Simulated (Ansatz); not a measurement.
# Al2NH+ (quartet): correlated methods under varied settings

Aim: run Al2NH+ (quartet) at one geometry under a spread of methods and options, and see what each costs and gives.

Program: Ansatz 0.2.0, Gaussian basis. Level of theory: the settings change from run to run. These are calculated values, not measurements.

31 further runs of the same task are left out: 13 that didn't finish, 18 set aside as unsound or not needed.

## Step 1: The geometry

The geometry is a PBE0/def2-TZVP stationary point (not a proven minimum) of the parent state, kept for this charge and spin.

4 atoms, charge 1, spin multiplicity 4.

Atoms are counted from 1 here; the program's logs count them from 0.

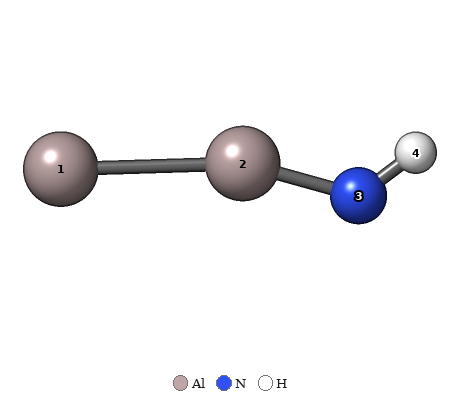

The structure; aluminium light grey, nitrogen blue, hydrogen white; atoms are numbered from 1 in the order of the file.

## Step 2: HF/cc-pVDZ

in.yaml

```yaml
crystal:
  periodic: [false, false, false]
  atoms:
    - {symbol: Al, position_ang: [-0.000005, -0.119480, 2.946938]}
    - {symbol: Al, position_ang: [-0.000014, 0.077838, 0.382282]}
    - {symbol: N, position_ang: [-0.000007, -0.302525, -1.274166]}
    - {symbol: H, position_ang: [0.000027, 0.344168, -2.055055]}
basis:
  gaussian: {orbitals: cc-pVDZ}
total_charge: 1
magnetization: {spin_polarized: false, initial_magnetization: 3}
hamiltonian: {xc: hf}
output: {orbitals: {seedname: orbitals}}
```

Launch:

```bash
$ ansatz run in.yaml --threads 1 --pin off --events-out ev --progress --plain --max-ram 2393MiB
```

Log:

```text
Functional definition: HF
  name "HF"
  cite "Fock, Z. Phys. 61, 126 (1930) doi:10.1007/BF01340294"
  parent pbe
  exchange = exact_x
  correlation = 0
544 factors; integrals over basis functions are off by at most 1.0e-3 eV
mean field evaluation 1: about -14633.2063 eV, gradient 6.8e1 eV
mean field evaluation 2: about -14633.2093 eV, gradient 6.8e1 eV
mean field evaluation 4: about -14640.5412 eV, gradient 4.3e1 eV
mean field evaluation 8: about -14654.2918 eV, gradient 9.5e-1 eV
mean field evaluation 16: about -14654.3665 eV, gradient 1.4e-5 eV
mean field evaluation 32: about -14654.3800 eV, gradient 7.3e-3 eV
mean field evaluation 64: about -14654.3634 eV, gradient 8.4e-2 eV
mean field evaluation 96: about -14654.3666 eV, gradient 1.3e-2 eV
mean field evaluation 128: about -14654.3797 eV, gradient 2.2e-1 eV
mean field evaluation 160: about -14651.2720 eV, gradient 4.0e0 eV
mean field evaluation 192: about -14654.3117 eV, gradient 7.3e-1 eV
mean field evaluation 224: about -14648.3368 eV, gradient 8.0e0 eV
mean field evaluation 256: about -14646.7008 eV, gradient 5.0e0 eV
mean field evaluation 288: about -14641.0255 eV, gradient 5.2e1 eV
mean field evaluation 320: about -14654.2560 eV, gradient 5.7e0 eV
mean field evaluation 352: about -14653.9175 eV, gradient 1.3e0 eV
mean field -14654.38006322 eV, -538.5385342277 hartree, gradient 7.0e-6 eV, S^2 3.750000; 6 other end points of the search recorded, 0 dependent functions left out
reference -14654.38006322 eV, -538.5385342277 hartree; 18, 15 occupied and 37, 40 virtual orbitals, 544 factors
Total energy: -14654.38006322 eV, -538.5385342277 hartree
```

It took 2.9 s on 1 thread of Arm Neoverse V2, shared host.

## Step 3: CCSD(T) on UHF/6-31G

in.yaml: that of step 2 with these lines changed.

```diff
@@ -8,6 +8,5 @@
 basis:
-  gaussian: {orbitals: cc-pVDZ}
+  gaussian: {orbitals: 6-31G}
 total_charge: 1
-magnetization: {spin_polarized: false, initial_magnetization: 3}
-hamiltonian: {xc: hf}
-output: {orbitals: {seedname: orbitals}}
+magnetization: {spin_polarized: true, initial_magnetization: 3}
+correlation: {method: ccsd_t, electrons: outside_noble_gas, diis_vectors: 2}
```

Same command.

Log (excerpt; [...] marks lines left out):

```text
Functional definition: HF
  name "HF"
  cite "Fock, Z. Phys. 61, 126 (1930) doi:10.1007/BF01340294"
  parent pbe
[...]
440 factors; integrals over basis functions are off by at most 2.6e-4 eV
[...]
mean field -14652.32808116 eV, -538.4631252780 hartree, gradient 3.7e-9 eV, S^2 3.781845; 18 other end points of the search recorded, 0 dependent functions left out
determinant -14652.32808116 eV, -538.4631252780 hartree, with singles and doubles -14656.23627638 eV, -538.6067488031 hartree
determinant -14652.31156045 eV, -538.4625181530 hartree, with singles and doubles -14656.19961849 eV, -538.6054016504 hartree
determinant -14652.10547026 eV, -538.4549444784 hartree, with singles and doubles -14656.04299477 eV, -538.5996458351 hartree
determinant -14652.00283764 eV, -538.4511727991 hartree, with singles and doubles -14655.83694748 eV, -538.5920737368 hartree
[...]
determinant -14652.32808116 eV, -538.4631252780 hartree, with singles and doubles -14656.24357419 eV, -538.6070169927 hartree
determinant -14652.31156045 eV, -538.4625181530 hartree, with singles and doubles -14656.20443334 eV, -538.6055785930 hartree
determinant -14652.10547026 eV, -538.4549444784 hartree, with singles and doubles -14656.05295205 eV, -538.6000117585 hartree
determinant -14652.00283764 eV, -538.4511727991 hartree, with singles and doubles -14655.83984443 eV, -538.5921801979 hartree
11 core orbitals not correlated: weight in the atoms' cores, before any rotation towards them, 1.000 or more for the frozen orbitals, at most 0.000 for the correlated occupied ones
reference -14652.32808116 eV, -538.4631252780 hartree; 7, 4 occupied and 19, 22 virtual orbitals, 440 factors
second order -3.21147049 eV of doubles, -0.00000000 eV of singles
cycle   1  -3.91549303 eV  change   -1.3e-9 eV  update   3.0e-6
perturbative correction -0.11670251 eV, -0.0042887382 hartree
Total energy: -14656.36027670 eV, -538.6113057309 hartree
```

Run time: 9 s. Hardware: 1 thread of Arm Neoverse V2, shared host.

From the report: ⟨S²⟩ of the determinant 3.782 (pure quartet: 3.75); correlation -4.0322 eV; T1 0.037; largest double amplitude 0.09.

## Step 4: CASSCF(5,9)/6-31G

in.yaml: that of step 3 with these lines changed.

```diff
@@ -10,3 +10,4 @@
 total_charge: 1
-magnetization: {spin_polarized: true, initial_magnetization: 3}
-correlation: {method: ccsd_t, electrons: outside_noble_gas, diis_vectors: 2}
+magnetization: {spin_polarized: false, initial_magnetization: 3}
+correlation: {active_space: {window: {electrons: 5, orbitals: 9}, states: [{multiplicity: 4, weights: [1, 0.5, 0.5, 0.5]}, {multiplicity: 6, weights: [1]}]}}
+scf: {lower_state_search: off}
```

The command is unchanged.

Log (excerpt; [...] marks lines left out):

```text
Functional definition: HF
  name "HF"
  cite "Fock, Z. Phys. 61, 126 (1930) doi:10.1007/BF01340294"
  parent pbe
[...]
761 factors; integrals over basis functions are off by at most 2.0e-7 eV
[...]
mean field -14652.20503569 eV, -538.4586034402 hartree, gradient 5.1e-6 eV, S^2 3.750000; 0 other end points of the search recorded, 0 dependent functions left out
reference -14652.20503569 eV, -538.4586034402 hartree; 18, 15 occupied and 19, 22 virtual orbitals, 761 factors
state -14652.98687790 eV, -538.4873356115 hartree
state -14652.92865277 eV, -538.4851958775 hartree
state -14652.67564322 eV, -538.4758979480 hartree
state -14652.55423518 eV, -538.4714362847 hartree
state -14649.39894092 eV, -538.3554813596 hartree
Total energy: -14651.84716697 eV, -538.4454520075 hartree
Checks for a lower state left out: stability, starts, cluster_reference, orbital_swaps, neighbouring_geometries, increment
```

It took 5.5 s on 1 thread of Arm Neoverse V2, shared host.

From the report: 1,134 determinants; active occupations (of the averaged states) 1.39, 1.27, 1.00, 0.68, 0.53, 0.07, 0.05, 0.01, 0.00.

## Step 5: CCSD(T) on UHF/6-31G*

in.yaml

```yaml
crystal:
  periodic: [false, false, false]
  atoms:
    - {symbol: Al, position_ang: [-0.000005, -0.119480, 2.946938]}
    - {symbol: Al, position_ang: [-0.000014, 0.077838, 0.382282]}
    - {symbol: N, position_ang: [-0.000007, -0.302525, -1.274166]}
    - {symbol: H, position_ang: [0.000027, 0.344168, -2.055055]}
basis:
  gaussian: {orbitals: "6-31G*"}
total_charge: 1
magnetization: {spin_polarized: true, initial_magnetization: 3}
correlation: {method: ccsd_t, electrons: outside_noble_gas}
output: {forces: true}
```

The command is unchanged.

Log (excerpt; [...] marks lines left out):

```text
Functional definition: HF
  name "HF"
  cite "Fock, Z. Phys. 61, 126 (1930) doi:10.1007/BF01340294"
  parent pbe
[...]
498 factors; integrals over basis functions are off by at most 9.1e-4 eV
[...]
mean field -14653.61038068 eV, -538.5102489160 hartree, gradient 1.1e-8 eV, S^2 3.784943; 15 other end points of the search recorded, 0 dependent functions left out
determinant -14653.61038068 eV, -538.5102489160 hartree, with singles and doubles -14659.58652031 eV, -538.7298679966 hartree
determinant -14653.59415903 eV, -538.5096527816 hartree, with singles and doubles -14659.56351834 eV, -538.7290226901 hartree
determinant -14653.22363825 eV, -538.4960363941 hartree, with singles and doubles -14659.20898267 eV, -538.7159937445 hartree
determinant -14653.13011298 eV, -538.4925994035 hartree, with singles and doubles -14659.05828740 eV, -538.7104557955 hartree
[...]
11 core orbitals not correlated: weight in the atoms' cores, before any rotation towards them, 1.000 or more for the frozen orbitals, at most 0.000 for the correlated occupied ones
reference -14653.61038068 eV, -538.5102489160 hartree; 7, 4 occupied and 37, 40 virtual orbitals, 498 factors
second order -5.10269003 eV of doubles, -0.00000000 eV of singles
cycle   1  -5.98076656 eV  change    6.7e-7 eV  update   2.2e-6
[...]
cycle  14  -5.98076618 eV  change  -7.1e-10 eV  update   3.6e-9
perturbative correction -0.18349521 eV, -0.0067433248 hartree
[...]
Total energy: -14659.77464207 eV, -538.7367813440 hartree
Atom 0 at    -0.000005    -0.119480     2.946938 Å, force    -0.000003     0.030232    -0.294421 eV/Å
Atom 1 at    -0.000014     0.077838     0.382282 Å, force    -0.000019     0.403913     3.460674 eV/Å
Atom 2 at    -0.000007    -0.302525    -1.274166 Å, force     0.000011    -0.478734    -2.392209 eV/Å
Atom 3 at     0.000027     0.344168    -2.055055 Å, force     0.000011     0.044589    -0.774043 eV/Å
Dipole moment:     0.000010     0.340368     0.312528 e Å
```

It took 25 s on 1 thread of Arm Neoverse V2, shared host.

From the report: ⟨S²⟩ of the determinant 3.785 (pure quartet: 3.75); correlation -6.1643 eV; T1 0.034; largest double amplitude 0.08.

## Step 6: CCSD on UHF/cc-pVDZ

in.yaml: that of step 5 with these lines changed.

```diff
@@ -8,6 +8,5 @@
 basis:
-  gaussian: {orbitals: "6-31G*"}
+  gaussian: {orbitals: cc-pVDZ, point_charges: [{charge: 1.00, position_ang: [4.130, 0.297, -0.363]}]}
 total_charge: 1
 magnetization: {spin_polarized: true, initial_magnetization: 3}
-correlation: {method: ccsd_t, electrons: outside_noble_gas}
-output: {forces: true}
+correlation: {method: ccsd, electrons: valence, diis_vectors: 2}
```

Same command.

Log (excerpt; [...] marks lines left out):

```text
Functional definition: HF
  name "HF"
  cite "Fock, Z. Phys. 61, 126 (1930) doi:10.1007/BF01340294"
  parent pbe
[...]
544 factors; integrals over basis functions are off by at most 1.0e-3 eV
[...]
mean field -14651.69735918 eV, -538.4399466727 hartree, gradient 2.9e-6 eV, S^2 3.797263; 14 other end points of the search recorded, 0 dependent functions left out
determinant -14651.69735918 eV, -538.4399466727 hartree, with singles and doubles -14657.88653729 eV, -538.6673947730 hartree
determinant -14651.45102487 eV, -538.4308940537 hartree, with singles and doubles -14657.64502958 eV, -538.6585195285 hartree
determinant -14651.27925945 eV, -538.4245817910 hartree, with singles and doubles -14657.45045629 eV, -538.6513690920 hartree
determinant -14649.63517733 eV, -538.3641628874 hartree, with singles and doubles -14655.78651789 eV, -538.5902204835 hartree
determinant -14648.87095158 eV, -538.3360781094 hartree, with singles and doubles -14655.20733825 eV, -538.5689360244 hartree
determinant -14651.69735918 eV, -538.4399466727 hartree, with singles and doubles -14657.89087284 eV, -538.6675541015 hartree
determinant -14651.45102487 eV, -538.4308940537 hartree, with singles and doubles -14657.64891268 eV, -538.6586622297 hartree
determinant -14651.27925945 eV, -538.4245817910 hartree, with singles and doubles -14657.45449562 eV, -538.6515175344 hartree
11 core orbitals not correlated: weight in the atoms' cores, before any rotation towards them, 1.000 or more for the frozen orbitals, at most 0.000 for the correlated occupied ones
reference -14651.69735918 eV, -538.4399466727 hartree; 7, 4 occupied and 37, 40 virtual orbitals, 544 factors
second order -5.28003311 eV of doubles, -0.00000000 eV of singles
cycle   1  -6.19351435 eV  change   -6.9e-7 eV  update   8.1e-6
Total energy: -14657.89087353 eV, -538.6675541269 hartree
```

It took 16 s on 1 thread of Arm Neoverse V2, shared host.

From the report: ⟨S²⟩ of the determinant 3.797 (pure quartet: 3.75); correlation -6.1935 eV; T1 0.029; largest double amplitude 0.07.

## Step 7: All runs side by side

Where basis and cores are those of an earlier UCCSDT(Q)/cc-pVDZ run (-14661.0273 eV), and the state is the same kind, the miss against it is given.

```csv
level,correlated,functions,energy (eV),from UCCSDT(Q) (meV),time
HF/cc-pVDZ,,55,-14654.3801,6647.2,2.9 s
CCSD(T) on UHF/6-31G,outside noble gas,37,-14656.3603,,9 s
"CASSCF(5,9)/6-31G (mean of several states)",,37,-14651.8472,,5.5 s
CCSD(T) on UHF/6-31G*,outside noble gas,55,-14659.7746,,25 s
CCSD on UHF/cc-pVDZ (beside a point charge),valence,55,-14657.8909,,16 s
```

## Step 8: Summary of results

| quantity | value |
| --- | --- |
| runs | 5 |
| quickest | HF/cc-pVDZ, 2.9 s |
| slowest | CCSD(T) on UHF/6-31G*, 25 s |

What this shows: Total energies in different bases, with other cores or another treatment of relativity can't be set against each other. CCSD(T) on UHF/6-31G* took 9 times as long as HF/cc-pVDZ; the jobs differ in more than the method. Hartree-Fock, CASSCF and CASCI lack dynamic correlation by design.
